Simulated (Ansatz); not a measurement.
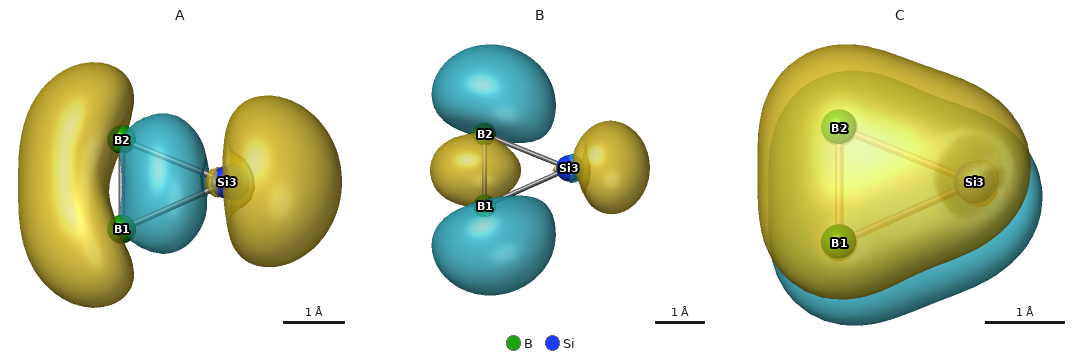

Figure. B2Si. Three frontier orbitals at ±0.1 Å⁻³ᐟ² (yellow and cyan are the two phases), in no order.

Geometry: r2SCAN-D4/def2-TZVP.

Computed with RKS PBE0-D4/def2-TZVP (Ansatz).

Which picture is the HOMO−1, the HOMO and the LUMO?

C is the HOMO−1 (−7.55 eV). Its weight (Hirshfeld) is mainly on Si3 (about 35 %), B1 (about 35 %) and B2 (about 35 %); it changes sign across the molecular plane (π type); π-bonding across B1–B2, B1–Si3 and B2–Si3. A is the HOMO (−6.93 eV). It lies mainly on Si3 (about 40 %), B1 (about 30 %) and B2 (about 30 %); it is symmetric in the molecular plane (an in-plane orbital: σ, lone-pair or in-plane π type). B is the LUMO (−4.12 eV). By Hirshfeld shares it lies mainly on B1 (about 40 %), B2 (about 40 %) and Si3 (about 20 %); it is symmetric in the molecular plane (an in-plane orbital: σ, lone-pair or in-plane π type).

What is the HOMO–LUMO gap?

2.81 eV between the orbital energies.
